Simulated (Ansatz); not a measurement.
**Mo wire along [100], 37 atoms a period: bands along the axis**

What gap, if any, does the Mo wire along [100], 37 atoms a period have, and how many channels would it open?

Method: DFT PBE, plane waves, PAW; relaxation of a wire's period; PAW set soft_1, in the first sound run; inputs show where later runs differ, in Ansatz 0.2.0.

## Step 1: Set-up

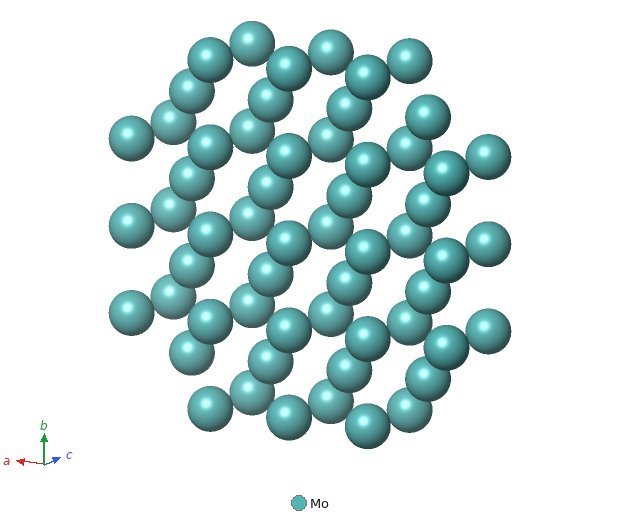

Start, viewed at a slant to the c axis; molybdenum teal. Some periodic images of atoms are drawn too.

The cell holds 37 atoms: 37 Mo. Its edges and angles: a = 19.440 Å, b = 19.440 Å, c = 3.160 Å, α = 90.0°, β = 90.0°, γ = 90.0°. Vacuum lies along a and b. The structure's axis is c.

## Step 2: Relaxation of atoms and period

Band widths follow the bond lengths, so the wire is relaxed first. The atoms and the third cell vector are free; the box across stays fixed as vacuum. A Fermi-Dirac smearing is set since the result may be a metal. The pressure printed is a third of the stress's trace over the whole box, vacuum included; only the stress along the axis is relaxed.

Contents of input.yaml:

```yaml
crystal:
  lattice:
    - [19.44, 0.0, 0.0]
    - [0.0, 19.44, 0.0]
    - [0.0, 0.0, 3.16]
  atoms:
    - { symbol: Mo, position: [0.174897119, 0.33744856, 0.0] }
    - { symbol: Mo, position: [0.174897119, 0.5, 0.0] }
    - { symbol: Mo, position: [0.174897119, 0.66255144, 0.0] }
    - { symbol: Mo, position: [0.33744856, 0.174897119, 0.0] }
    - { symbol: Mo, position: [0.33744856, 0.33744856, 0.0] }
    - { symbol: Mo, position: [0.33744856, 0.5, 0.0] }
    - { symbol: Mo, position: [0.33744856, 0.66255144, 0.0] }
    - { symbol: Mo, position: [0.33744856, 0.825102881, 0.0] }
    - { symbol: Mo, position: [0.5, 0.174897119, 0.0] }
    - { symbol: Mo, position: [0.5, 0.33744856, 0.0] }
    - { symbol: Mo, position: [0.5, 0.5, 0.0] }
    - { symbol: Mo, position: [0.5, 0.66255144, 0.0] }
    - { symbol: Mo, position: [0.5, 0.825102881, 0.0] }
    - { symbol: Mo, position: [0.66255144, 0.174897119, 0.0] }
    - { symbol: Mo, position: [0.66255144, 0.33744856, 0.0] }
    - { symbol: Mo, position: [0.66255144, 0.5, 0.0] }
    - { symbol: Mo, position: [0.66255144, 0.66255144, 0.0] }
    - { symbol: Mo, position: [0.66255144, 0.825102881, 0.0] }
    - { symbol: Mo, position: [0.825102881, 0.33744856, 0.0] }
    - { symbol: Mo, position: [0.825102881, 0.5, 0.0] }
    - { symbol: Mo, position: [0.825102881, 0.66255144, 0.0] }
    - { symbol: Mo, position: [0.25617284, 0.25617284, 0.5] }
    - { symbol: Mo, position: [0.25617284, 0.41872428, 0.5] }
    - { symbol: Mo, position: [0.25617284, 0.58127572, 0.5] }
    - { symbol: Mo, position: [0.25617284, 0.74382716, 0.5] }
    - { symbol: Mo, position: [0.41872428, 0.25617284, 0.5] }
    - { symbol: Mo, position: [0.41872428, 0.41872428, 0.5] }
    - { symbol: Mo, position: [0.41872428, 0.58127572, 0.5] }
    - { symbol: Mo, position: [0.41872428, 0.74382716, 0.5] }
    - { symbol: Mo, position: [0.58127572, 0.25617284, 0.5] }
    - { symbol: Mo, position: [0.58127572, 0.41872428, 0.5] }
    - { symbol: Mo, position: [0.58127572, 0.58127572, 0.5] }
    - { symbol: Mo, position: [0.58127572, 0.74382716, 0.5] }
    - { symbol: Mo, position: [0.74382716, 0.25617284, 0.5] }
    - { symbol: Mo, position: [0.74382716, 0.41872428, 0.5] }
    - { symbol: Mo, position: [0.74382716, 0.58127572, 0.5] }
    - { symbol: Mo, position: [0.74382716, 0.74382716, 0.5] }
kpoints:
  mp_grid: { grid: [1, 1, 26] }
scf:
  occupations: { method: fermi_dirac, width: 0.05 }
hamiltonian:
  xc: pbe
  pseudopotentials: { kind: paw, azcp: { folder: soft_1 } }
relax:
  cell: { fix: [a, b, alpha, beta, gamma] }
  max_steps: 45
  f_tol: 0.03
```

The run is started by

```console
$ ansatz run input.yaml --threads 16 --pin off --max-ram 61440MiB --backend cuda --events-out ev --progress --plain --runs-dir out --max-vram 78GiB
```

Numbers of over 12 decimals in the logs are rounded to 6 here.

What it wrote:

```text
Engine: ansatz 0.2.0, aarch64-unknown-linux-gnu
Pseudopotentials: kind: paw
Pseudopotential: Mo, paw, valence charge 14, recommended cutoff 420 eV (normal), soft_1/Mo.paw.azcp
Functional definition: PBE
  parameter kappa = 0.804
  parameter beta = 0.066725
  exchange = pbe_x(kappa = kappa, mu = beta*pi^2/3)
  correlation = pbe_c(beta = beta)
[...]
Crystal: 37 atoms, lattice volume = 1194.207 Å³
Basis set: ecut = 420 eV, 23371 PW (Γ), exchange–correlation on 270×270×48 points (8 copies of the dense FFT grid, shifted against one another)
Bands: 311, of which v1, the nominal top of the filled ones, is band 259 counted from 1 (258 counted from 0)
Symmetry: 16 space group operations
Space group: P4/mmm (ITA 123), of the structure as read, at distance tolerance 1.1e-4 Å
k-points: 14 of 26
Non-local potential: Mo, projectors of the file, l = 0: 3, l = 1: 2, l = 2: 2, l = 3: 1
PAW form: soft (Blöchl's): semilocal exchange-correlation on the pseudo side does not see the compensation charge
PAW one-centre angular grid: Mo, 590 points (default); XC on 64 Gauss nodes
Initial density: superposition of atomic densities (neutral atoms: chi_scale 0, normalization atom)
Initial wavefunctions: pseudopotential atomic-orbital guess
[...]
Functional: x = pbe(κ = 0.804, μ = 0.219515), c = pbe(β = 0.066725)
SCF iter   1: F=—  HF=-183378.457303 eV  |F-HF|=—  |Δ(HF+E_count)|=         —  Δρ=7.84e-2  dr2=4.66e2  ethr=3.10e-3  ⟨swp⟩=9.4  Hψ=19015  notcnv=0
preconditioner: auto → LDOS  [metal: Δε(μ)=0.004 eV  Ē_g=4.169 eV  σ=0.050 eV  W_gap=0.02  n_scr=274 (ndim 8)  ℏωp=16.0 eV  f_vac=0.390  D(μ)=46.05/eV (n_scr^D=390)  β→1.0]
SCF iter   2: F=—  HF=-183353.960001 eV  |F-HF|=—  |Δ(HF+E_count)|=    2.45e1  Δρ=5.36e-2  dr2=1.18e2  ethr=3.10e-3  ⟨swp⟩=4.5  Hψ=12062  notcnv=0  defer=80
[...]
SCF iter  12: F=-183341.513096 eV  HF=-183341.513096 eV  |F-HF|=2.68e-8  |Δ(HF+E_count)|=   1.23e-7  Δρ=1.98e-6  dr2=7.24e-8  ethr=1.93e-11  ⟨swp⟩=5.4  Hψ=15284  notcnv=0
SCF 1 converged in 12 iterations: F = -183341.513096 eV  dr2 = 7.24e-8
  greatest PAW one-centre occupation: 0.999 electrons in one spin orbital (limit 2), on the Mo atom at site 10 (counted from 0), in its partial waves of l = 0
relax step   1: F+E_penalty+E_count = -183341.51309569 eV  Δ(F+E_penalty+E_count) = +0.000e0 eV  max|allowed force component| = 1.942e0 eV/Å  Δτ_max = 0.0000 Å  P = -6.506 GPa  Ω = 1194.207 Å³  fix = [a, b, alpha, beta, gamma]  reactions: a -6.252, b -6.252 GPa  (12 SCF iters, dr2 threshold 1.00e-7 eV, accepted)
[...]
Crystal: 37 atoms, lattice volume = 1140.777 Å³
Basis set: ecut = 420 eV, 22107 PW (Γ), exchange–correlation on 270×270×48 points (8 copies of the dense FFT grid, shifted against one another)
[...]
iter 1 solved again at ethr=1.60e-3 eV; its pass at ethr=3.10e-3 eV (dr2=8.30e0 eV) is discarded
SCF iter   1: F=—  HF=-183343.763129 eV  |F-HF|=—  |Δ(HF+E_count)|=         —  Δρ=1.83e-2  dr2=8.40e0  ethr=1.60e-3  ⟨swp⟩=2.4  Hψ=26096  notcnv=0
preconditioner: auto → LDOS  [metal: Δε(μ)=0.014 eV  Ē_g=3.924 eV  σ=0.050 eV  W_gap=0.07  n_scr=266 (ndim 8)  ℏωp=16.4 eV  f_vac=0.417  D(μ)=38.02/eV (n_scr^D=274)  β→1.0]
SCF iter   2: F=—  HF=-183343.566689 eV  |F-HF|=—  |Δ(HF+E_count)|=   1.96e-1  Δρ=1.16e-2  dr2=4.51e0  ethr=1.60e-3  ⟨swp⟩=4.6  Hψ=8395  notcnv=0  defer=2
[...]
SCF iter   8: F=-183343.096320 eV  HF=-183343.096321 eV  |F-HF|=7.44e-7  |Δ(HF+E_count)|=   3.60e-6  Δρ=9.73e-6  dr2=2.46e-6  ethr=7.14e-10  ⟨swp⟩=5.5  Hψ=16443  notcnv=0
SCF 2 converged in 8 iterations: F = -183343.096320 eV  dr2 = 2.46e-6
  greatest PAW one-centre occupation: 0.999 electrons in one spin orbital (limit 2), on the Mo atom at site 35 (counted from 0), in its partial waves of l = 0
relax step   2: F+E_penalty+E_count = -183343.09632030 eV  Δ(F+E_penalty+E_count) = -1.583e0 eV  max|allowed force component| = 9.291e-1 eV/Å  Δτ_max = 0.1949 Å  P = +4.057 GPa  Ω = 1140.777 Å³  energy of the carried Pulay correction = +6.377e-3 eV  fix = [a, b, alpha, beta, gamma]  reactions: a +2.236, b +2.236 GPa  (8 SCF iters, dr2 threshold 3.70e-6 eV, accepted)
[...]
Crystal: 37 atoms, lattice volume = 1195.387 Å³
[...]
iter 1 solved again at ethr=2.77e-3 eV; its pass at ethr=3.10e-3 eV (dr2=1.43e1 eV) is discarded
[...]
SCF 3 converged in 8 iterations: F = -183344.025269 eV  dr2 = 2.89e-6
[...]
SCF 4 converged in 8 iterations: F = -183344.280557 eV  dr2 = 7.54e-7
[...]
SCF 5 converged in 7 iterations: F = -183344.290548 eV  dr2 = 9.91e-8
[...]
SCF 6 converged in 6 iterations: F = -183344.291206 eV  dr2 = 3.21e-8
[...]
SCF 7 converged in 5 iterations: F = -183344.289061 eV  dr2 = 3.01e-10
[...]
SCF converged after 5 iterations
[...]
--- Relaxed structure (6 steps of the walk, 6 accepted, 1 SCFs on fresh bases) ---
  F+E_penalty+E_count = -183344.28906069 eV   max|allowed force component| = 1.036e-2 eV/Å   (the final SCF, on the basis selected at the relaxed cell)
  cell:  # Å, volume = 1178.5518 Å³
    - [19.44, 0.0, 0.0]
    - [0.0, 19.44, 0.0]
    - [0.0, 0.0, 3.118575]
  atoms:
    - { symbol: Mo, position: [0.185583, 0.337848, 0.0] }
    - { symbol: Mo, position: [0.182039, 0.5, 0.0] }
    - { symbol: Mo, position: [0.185583, 0.662152, 0.0] }
    - { symbol: Mo, position: [0.337848, 0.185583, 0.0] }
    - { symbol: Mo, position: [0.338160, 0.338160, 0.0] }
    - { symbol: Mo, position: [0.339035, 0.5, 0.0] }
    - { symbol: Mo, position: [0.338160, 0.661840, 0.0] }
    - { symbol: Mo, position: [0.337848, 0.814417, 0.0] }
    - { symbol: Mo, position: [0.5, 0.182039, 0.0] }
    - { symbol: Mo, position: [0.5, 0.339035, 0.0] }
    - { symbol: Mo, position: [0.5, 0.5, 0.0] }
    - { symbol: Mo, position: [0.5, 0.660965, 0.0] }
    - { symbol: Mo, position: [0.5, 0.817961, 0.0] }
    - { symbol: Mo, position: [0.662152, 0.185583, 0.0] }
    - { symbol: Mo, position: [0.661840, 0.338160, 0.0] }
    - { symbol: Mo, position: [0.660965, 0.5, 0.0] }
    - { symbol: Mo, position: [0.661840, 0.661840, 0.0] }
    - { symbol: Mo, position: [0.662152, 0.814417, 0.0] }
    - { symbol: Mo, position: [0.814417, 0.337848, 0.0] }
    - { symbol: Mo, position: [0.817961, 0.5, 0.0] }
    - { symbol: Mo, position: [0.814417, 0.662152, 0.0] }
    - { symbol: Mo, position: [0.259198, 0.259198, 0.5] }
    - { symbol: Mo, position: [0.254618, 0.419798, 0.5] }
    - { symbol: Mo, position: [0.254618, 0.580202, 0.5] }
    - { symbol: Mo, position: [0.259198, 0.740802, 0.5] }
    - { symbol: Mo, position: [0.419798, 0.254618, 0.5] }
    - { symbol: Mo, position: [0.419000, 0.419000, 0.5] }
    - { symbol: Mo, position: [0.419000, 0.581000, 0.5] }
    - { symbol: Mo, position: [0.419798, 0.745382, 0.5] }
    - { symbol: Mo, position: [0.580202, 0.254618, 0.5] }
    - { symbol: Mo, position: [0.581000, 0.419000, 0.5] }
    - { symbol: Mo, position: [0.581000, 0.581000, 0.5] }
    - { symbol: Mo, position: [0.580202, 0.745382, 0.5] }
    - { symbol: Mo, position: [0.740802, 0.259198, 0.5] }
    - { symbol: Mo, position: [0.745382, 0.419798, 0.5] }
    - { symbol: Mo, position: [0.745382, 0.580202, 0.5] }
    - { symbol: Mo, position: [0.740802, 0.740802, 0.5] }
```

Wall time 12 s (1 × NVIDIA GB200 with 16 threads of Arm Neoverse V2, shared host); peak memory 1.6 GiB.

Relaxation path:

```
step  energy less that of the first step (eV)  largest force component (eV/Å)  pressure (GPa)  volume (Å³)
   1                                   0.0000                          1.9422           -6.51      1194.21
   2                                  -1.5832                          0.9291            4.06      1140.78
   3                                  -2.5122                          0.2621            0.31      1195.39
   4                                  -2.7675                          0.0780           -0.24      1180.79
   5                                  -2.7775                          0.0330           -0.04      1178.69
   6                                  -2.7781                          0.0104           -0.04      1178.55
   7                                  -2.7760                          0.0104           -0.04      1178.55
```

The log counts 1 steps on a newly chosen plane-wave basis, not all of them marked here; energy and pressure can jump at such steps.

The run keeps the 16 symmetry operations that it works with, so distortions that break them were not tested.

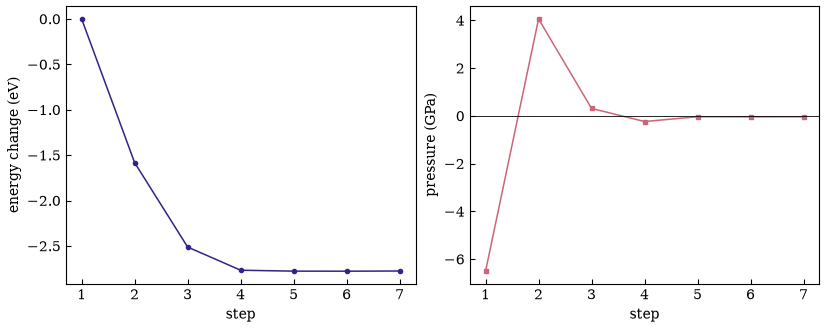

Energy and pressure along the relaxation.

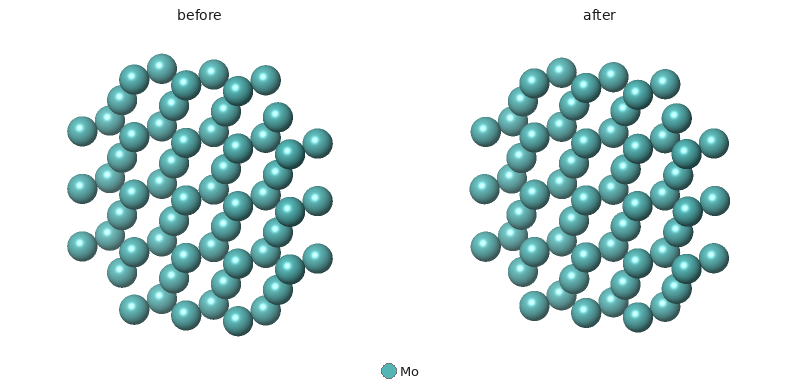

Before and after, at one scale.

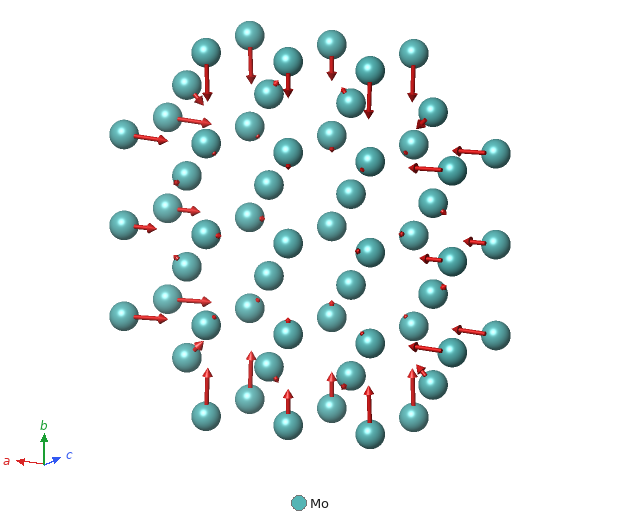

Displacements in the relaxation, exaggerated, measured against the changing cell; the longest in the cell stands for 0.21 Å. Some periodic images of atoms are drawn too.

```
cell as run  before  after  change
      c (Å)   3.160  3.119  -1.3 %
```

The atoms that moved most (Å, along periodic axes as changes of fractional coordinates times the final cell, across vacuum about the mean position):

```
atom      dx      dy     dz  length
 Mo1   0.208   0.008  0.000   0.208
 Mo4   0.008   0.208  0.000   0.208
Mo14  -0.008   0.208  0.000   0.208
 Mo3   0.208  -0.008  0.000   0.208
 Mo8   0.008  -0.208  0.000   0.208
Mo19  -0.208   0.008  0.000   0.208
Mo21  -0.208  -0.008  0.000   0.208
Mo18  -0.008  -0.208  0.000   0.208
```

This step gave:

```
energy at zero smearing    : -183344.1336 eV
cell length along the wire : 3.119 Å
```

The cell's length comes to 3.119 Å with spin left out.

## Step 3: Bands of the perfect wire

This step: DFT PBE, plane waves, PAW; bands of a perfect wire; PAW set soft_1 (Ansatz 0.2.0).

At the relaxed period the bands are computed along the axis; those that cross an energy going forward count the channels that a perfect wire would open there.

Contents of input.yaml:

```yaml
crystal:
  lattice:
    - [19.44, 0.0, 0.0]
    - [0.0, 19.44, 0.0]
    - [0.0, 0.0, 3.1185747863]
  atoms:
    - { symbol: Mo, position: [0.185582898, 0.33784831, 0.0] }
    - { symbol: Mo, position: [0.182039245, 0.5, 0.0] }
    - { symbol: Mo, position: [0.185582898, 0.66215169, 0.0] }
    - { symbol: Mo, position: [0.33784831, 0.185582898, 0.0] }
    - { symbol: Mo, position: [0.338160117, 0.338160117, 0.0] }
    - { symbol: Mo, position: [0.339035137, 0.5, 0.0] }
    - { symbol: Mo, position: [0.338160117, 0.661839883, 0.0] }
    - { symbol: Mo, position: [0.33784831, 0.814417102, 0.0] }
    - { symbol: Mo, position: [0.5, 0.182039245, 0.0] }
    - { symbol: Mo, position: [0.5, 0.339035137, 0.0] }
    - { symbol: Mo, position: [0.5, 0.5, 0.0] }
    - { symbol: Mo, position: [0.5, 0.660964863, 0.0] }
    - { symbol: Mo, position: [0.5, 0.817960755, 0.0] }
    - { symbol: Mo, position: [0.66215169, 0.185582898, 0.0] }
    - { symbol: Mo, position: [0.661839883, 0.338160117, 0.0] }
    - { symbol: Mo, position: [0.660964863, 0.5, 0.0] }
    - { symbol: Mo, position: [0.661839883, 0.661839883, 0.0] }
    - { symbol: Mo, position: [0.66215169, 0.814417102, 0.0] }
    - { symbol: Mo, position: [0.814417102, 0.33784831, 0.0] }
    - { symbol: Mo, position: [0.817960755, 0.5, 0.0] }
    - { symbol: Mo, position: [0.814417102, 0.66215169, 0.0] }
    - { symbol: Mo, position: [0.25919783, 0.25919783, 0.5] }
    - { symbol: Mo, position: [0.254618177, 0.419797833, 0.5] }
    - { symbol: Mo, position: [0.254618177, 0.580202167, 0.5] }
    - { symbol: Mo, position: [0.25919783, 0.74080217, 0.5] }
    - { symbol: Mo, position: [0.419797833, 0.254618177, 0.5] }
    - { symbol: Mo, position: [0.418999615, 0.418999615, 0.5] }
    - { symbol: Mo, position: [0.418999615, 0.581000385, 0.5] }
    - { symbol: Mo, position: [0.419797833, 0.745381823, 0.5] }
    - { symbol: Mo, position: [0.580202167, 0.254618177, 0.5] }
    - { symbol: Mo, position: [0.581000385, 0.418999615, 0.5] }
    - { symbol: Mo, position: [0.581000385, 0.581000385, 0.5] }
    - { symbol: Mo, position: [0.580202167, 0.745381823, 0.5] }
    - { symbol: Mo, position: [0.74080217, 0.25919783, 0.5] }
    - { symbol: Mo, position: [0.745381823, 0.419797833, 0.5] }
    - { symbol: Mo, position: [0.745381823, 0.580202167, 0.5] }
    - { symbol: Mo, position: [0.74080217, 0.74080217, 0.5] }
kpoints:
  mp_grid: { grid: [1, 1, 26] }
  band_path: { path: ["Γ", Z], npoints: 90 }
scf:
  occupations: { method: fermi_dirac, width: 0.05 }
hamiltonian:
  xc: pbe
  pseudopotentials: { kind: paw, azcp: { folder: soft_1 } }
output:
  dos: { e_range: [-5, 4] }
  write_potential: true
  write_density: true
  volumetric_format: npy
```

What it wrote:

```text
[...]
Crystal: 37 atoms, lattice volume = 1178.552 Å³
Basis set: ecut = 420 eV, 22971 PW (Γ)
Bands: 311, of which v1, the nominal top of the filled ones, is band 259 counted from 1 (258 counted from 0)
[... 1 set-up line as in the run before ...]
[...]
k-points: 14 of 26
[...]
SCF iter   1: F=—  HF=-183378.413691 eV  |F-HF|=—  |Δ(HF+E_count)|=         —  Δρ=7.46e-2  dr2=3.37e2  ethr=3.10e-3  ⟨swp⟩=10.5  Hψ=20655  notcnv=0
[...]
SCF iter   6: F=—  HF=-183344.288147 eV  |F-HF|=—  |Δ(HF+E_count)|=   3.21e-3  Δρ=4.73e-4  dr2=8.03e-3  ethr=1.23e-5  ⟨swp⟩=2.8  Hψ=6805  notcnv=0  defer=107
[...]
SCF iter  10: F=—  HF=-183344.289478 eV  |F-HF|=—  |Δ(HF+E_count)|=   3.01e-3  Δρ=9.86e-6  dr2=2.25e-6  ethr=4.37e-9  ⟨swp⟩=2.9  Hψ=6723  notcnv=0  defer=107
[...]
SCF iter  12: F=-183344.289479 eV  HF=-183344.289479 eV  |F-HF|=2.56e-9  |Δ(HF+E_count)|=   2.05e-7  Δρ=1.59e-6  dr2=6.23e-8  ethr=1.93e-11  ⟨swp⟩=13.6  Hψ=15181  notcnv=0
SCF 1 converged in 12 iterations: F = -183344.289479 eV  dr2 = 6.23e-8
[...]
NSCF: frozen V_eff on 91 k-points
[...]
SCF converged after 12 iterations
[...]
```

Wall time 13 s (1 × NVIDIA GB200 with 16 threads); peak memory 2.9 GiB.

Reading the cycles: dr2 is the Hartree energy of the density residual (eV), the measure of convergence; HF is the Harris–Foulkes estimate of the energy, which meets the free energy F at convergence.

This step gave:

| Item | Value |
| --- | --- |
| energy at zero smearing | -183344.1340 eV |
| band gap | 0 eV |

Electronic bands along the path, in eV, zero at the Fermi level; # counts the bands kept:

```
point    #31    #32    #33    #34    #35   #36   #37   #38
    Γ  -0.25  -0.17  -0.06  -0.02  -0.02  0.18  0.18  0.18
    Z   0.38   0.38   0.44   0.44   0.45  0.58  0.75  0.86
```

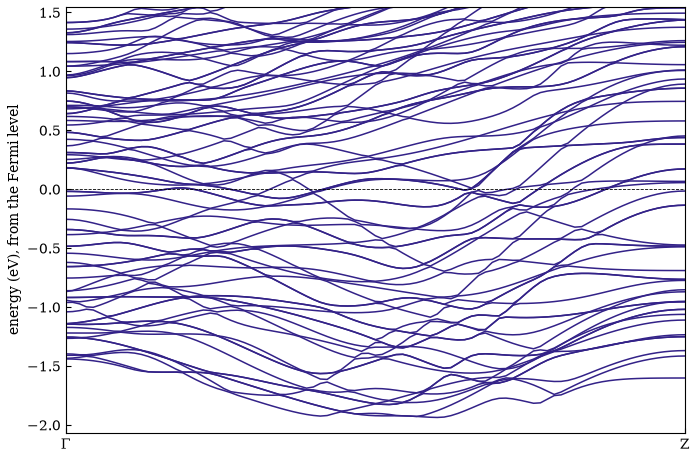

Electronic bands along the path.

Between Γ and Z the bands cross the Fermi level 23 times, so a perfect wire would conduct at least 23 G₀, with spin left out.

## Step 4: What came out

```json
{
  "cell length, PBE": "3.119 Å",
  "ballistic conductance by band crossings, a lower bound, PBE": "23 G₀"
}
```

**Reading.** Under PBE the cell's length is 3.12 Å, and the bands cross the Fermi level 23 times between Γ and Z, which gives a perfect wire at least 23 G₀ (opposite crossings within one step of the path cancel in such a count). No spin was allowed, though thin wires with open d shells can turn magnetic.

[Logs are printed without paths, hosts, clocks, repeated set-up lines and the standing remarks that a program may print on its own settings, such as how far it seeks lower states.]

[Hosts, paths, dates, database ids (printed as entryN), source tags and the programs' standing remarks are cut or masked in the printed files.]
